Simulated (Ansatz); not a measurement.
## Ti: response to strain

Consider Ti in the hcp (Mg type) structure (space group P6_3/mmc, No. 194; relaxed with 0.1 eV smearing).

```xyz
2
Lattice="2.9398 0.0000 0.0000 -1.4699 2.5459 0.0000 0.0000 0.0000 4.6540" Properties=species:S:1:pos:R:3 pbc="T T T"
Ti     0.0000     1.6973     3.4905
Ti     1.4699     0.8486     1.1635
```

Cartesian axes are those of the cell as printed.

Strains are applied to the cell and any free atomic positions relax; under biaxial strain the out-of-plane vector relaxes too.

The values are results of Ansatz (a quantum-chemistry and plane-wave program), PBE, PAW, cutoff 420 eV, scalar-relativistic without spin-orbit coupling, not measurements.

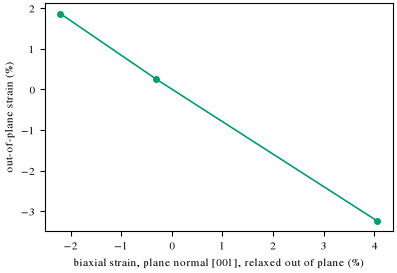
*Out-of-plane strain against biaxial strain, plane normal [001], relaxed out of plane*

Q: From the plot, what is the out-of-plane strain for biaxial strain +4.06 %, plane normal [001], relaxed out of plane?

A: About -3.2 %.

Q: Is the trend monotonic over the range shown?

A: Yes, it falls throughout, spanning -3.24 % to +1.87 %.

No phonon test of stability was made. The final runs are not spin-polarised.
